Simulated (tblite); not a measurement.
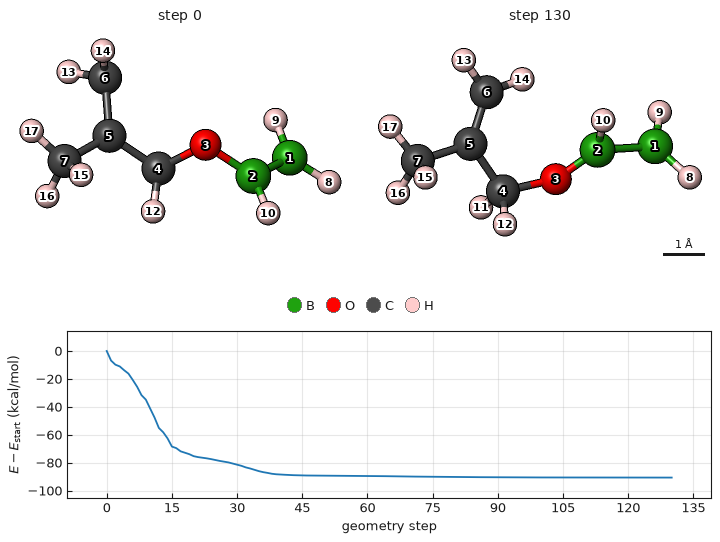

First and last geometry of a relaxation of C4H10B2O (charge +1, multiplicity 2), with the history of the run. The picture is a ball-and-stick view, seen at a tilt.

Computed with GFN2-xTB geometry optimisation, gas phase in tblite 0.8.0. 

Q: Read the history and describe the run.

A: It converged. The energy falls by 90.6 kcal/mol in 130 geometry steps. The atom that moves furthest after the best rigid fit is H10 (2.36 Å). Largest moves by element: H 2.36 Å, O 1.36 Å, B 0.84 Å, C 0.79 Å. Among the contacts that change: B2–O3 1.462 → 1.275 Å, C5–C6 1.498 → 1.331 Å, O3–C4 1.421 → 1.390 Å, C6–H14 1.106 → 1.078 Å. Bond angles that change, for instance: B2–O3–C4 108.6° → 144.5°, C5–C6–H14 109.5° → 123.4°, B1–B2–H10 119.5° → 107.0°. Groups turn about O3–C4 by about 150°, B2–O3 by about 95°, B1–B2 by about 95°. The run took 0.89 s on 1 thread of Arm Neoverse V1 (shared host).
